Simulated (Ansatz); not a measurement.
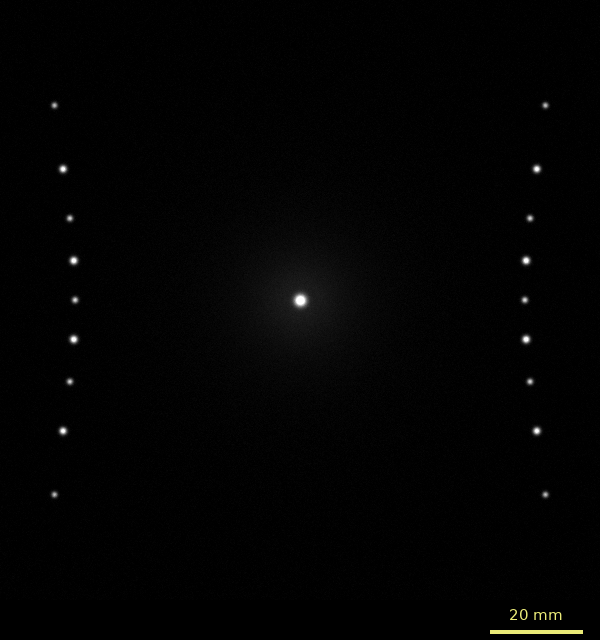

Simulated X-ray rotation photograph: Co Kα radiation (λ = 1.7902 Å), cylindrical film of radius 57.3 mm unrolled, rotation axis vertical and normal to the beam, kinematic intensities without Lorentz or polarisation factors, the film spanning ±63° about the beam; spots down to d = 1.74 Å.

What lattice repeat along the rotation axis do the layer lines give?

The first layer line lies 8.7 mm from the equator, so tan ν = 0.151, sin ν = 0.149 and the period is λ/sin ν = 11.98 Å. Further lines follow at 18.0, 28.8, 42.7 mm.

The crystal is C, space group P6_3/mmc (No. 194), a = 2.47 Å, c = 11.98 Å (hexagonal axes). Structure: the input geometry of an electronic-structure calculation (not necessarily at equilibrium).

About which axis was it rotated?

About [001], whose length in the conventional cell is 11.975 Å. The period alone comes close to that of [101] as well.
